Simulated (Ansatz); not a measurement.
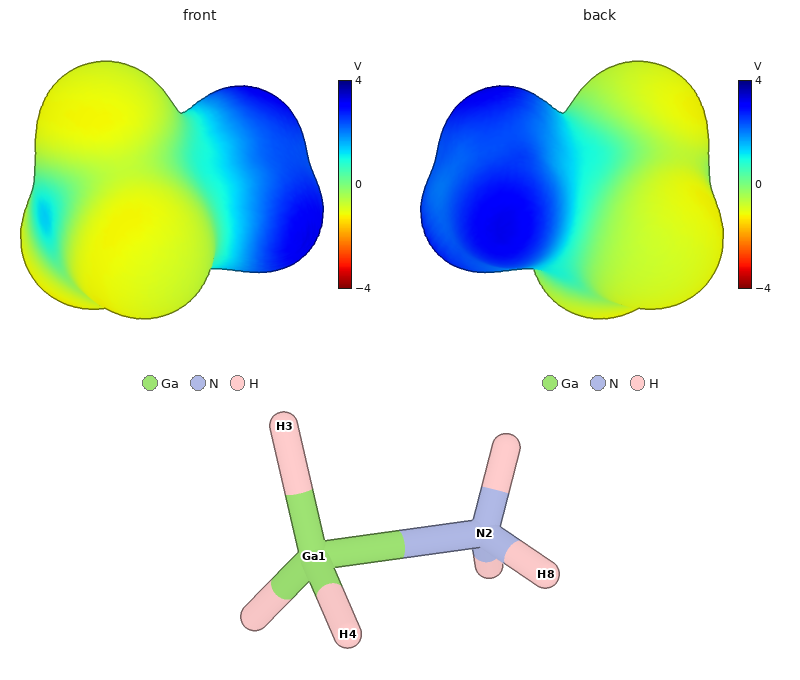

Figure 1: GaH$_{6}$N. The molecular electrostatic potential painted on the density surface at 0.004 e/bohr³, seen from the front and from behind; red is negative and blue positive. The bare structure is drawn below in the same view.

All numbers below come from Ansatz 0.2.0, RKS r2SCAN-D4/def2-SVP.

Input

```
crystal:
  periodic: [false, false, false]
  atoms:
    - { symbol: Ga, position_ang: [-1.434046, 0.229573, -0.382883] }
    - { symbol: "N", position_ang: [1.604824, -0.33606, 0.512516] }
    - { symbol: H, position_ang: [-1.435173, -0.249225, -1.870054] }
    - { symbol: H, position_ang: [-1.601054, 1.739951, -0.010196] }
    - { symbol: H, position_ang: [0.696467, -0.696144, 0.817445] }
    - { symbol: H, position_ang: [-1.229053, -0.806563, 0.74235] }
    - { symbol: H, position_ang: [1.750193, -0.551212, -0.471469] }
    - { symbol: H, position_ang: [1.647742, 0.669781, 0.662392] }
basis:
  gaussian: { orbitals: def2-SVP }
hamiltonian:
  xc: r2scan
  dispersion: d4
relax:
  f_tol: 0.03
  max_steps: 50
output:
  orbitals: {}
```

Run with:

```sh
ansatz run input.yaml --threads 2 --pin off --max-ram 3072MiB --backend cpu --events-out ev --progress --plain --runs-dir out
```

The fields are those of the relaxed geometry.

### Describe the electrostatic potential map.

The most negative region (about −1.2 V) lies over H3, H4 and H6, the most positive (about +3.2 V) over H5, H7 and H8.
